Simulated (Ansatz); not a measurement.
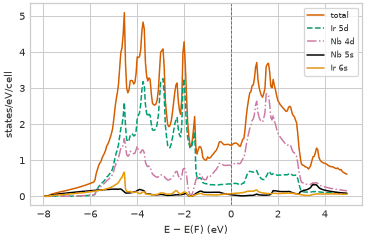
Figure: Total and projected density of states of NbIr (rock salt, Fm-3m), PBE in the plane-wave PAW code Ansatz

Task: Which orbitals carry the states next to the Fermi level?

Result: Within 0.5 eV of the Fermi level: Nb 4d 62 %, Ir 5d 23 %, Ir 6s 5 %, outside the projected shells 6 %. Projections are on Löwdin-orthogonalised atomic valence shells; empty p or d shells of many metals are not among them.

Task: Where is the tallest occupied peak in this window, and what makes it?

Result: Near -4.5 eV, about 5.1 states/eV per cell; the largest projected share is Ir 5d.

The start of the workflow was typed in or built on a structure type; neither database checked (COD, Materials Project) lists it. COD files the formula under space group No. 123. Whether it is the stable phase at ambient conditions was not checked. Symmetry was held in the PBE relaxation; its stability against distortions is not shown here. No spin polarisation was allowed. Scalar-relativistic: spin–orbit coupling is off unless named, which matters more the heavier the elements.

Potentials: the later of the program's two PAW sets.
